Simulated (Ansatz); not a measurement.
**AlNi (Pm-3m): Drude plasma energy against volume**

The cell of AlNi (Pm-3m) is scaled evenly and the response computed anew at each volume, on one mesh.

Cell: a, b, c = 2.881, 2.881, 2.881 Å (primitive vectors), 2 atoms.

Method: Ansatz 0.2.0, PBE, independent particles, k-mesh 14×14×14 with interpolation inside its cells, Gaussian parameter 0.1 eV.

Launch of the response step: `ansatz run input.yaml --threads 4 --pin off --max-ram 8192MiB --backend cpu --events-out ev --progress --plain --runs-dir out`. The series took 3.8 min in all, on 4 threads of AMD EPYC (Zen 3), on a shared host.

| V/V₀ | V (Å³, primitive cell) | Drude plasma energy (eV) |
| --- | --- | --- |
| 0.94 | 22.48 | ? |
| 0.96 | 22.96 | 7.295 |
| 0.98 | 23.43 | 7.212 |
| 1.00 | 23.91 | 7.132 |
| 1.02 | 24.39 | 7.056 |
| 1.04 | 24.87 | 6.981 |
| 1.06 | 25.35 | 6.910 |

For small changes the quantity should be close to linear in ln V.

Working, on the rows shown:

| x = ln(V/V₀) | y = Drude plasma energy |
| --- | --- |
| -0.040822 | 7.295 |
| -0.0202027 | 7.212 |
| 0 | 7.132 |
| 0.0198026 | 7.056 |
| 0.0392207 | 6.981 |
| 0.0582689 | 6.91 |

Means: x̄ = 0.0093779, ȳ = 7.0977. Σ(x − x̄)(y − ȳ) = -0.0267, Σ(x − x̄)² = 0.006873. Slope = -0.0267 / 0.006873 = -3.885; intercept = ȳ − slope · x̄ = 7.1341. The line misses the rows shown by at most 0.0023 eV.

Predict the last column of the withheld row from the fit.

At x = -0.061875 the line gives y = 7.3745 eV. The run gave 7.381 eV, so the extrapolation is off by 0.0065 eV, 1.4 % of the range in the table.

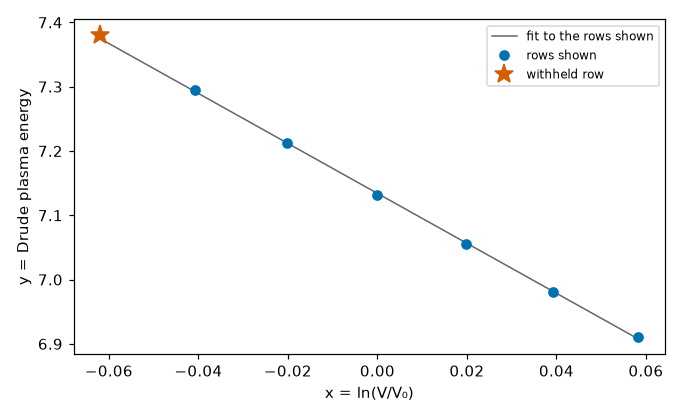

Between the rows on either side of x = 0 the slope is (7.056 − 7.212) / (0.019803 − (-0.020203)) = -3.899. So d ln ωp/d ln V = -0.55; free electrons would give −0.50. The cell comes from an older database entry, whose edges can be off by a per cent or so. The values come from a sum over the points of one k-mesh and carry its error, which is largest for Fermi-surface quantities.
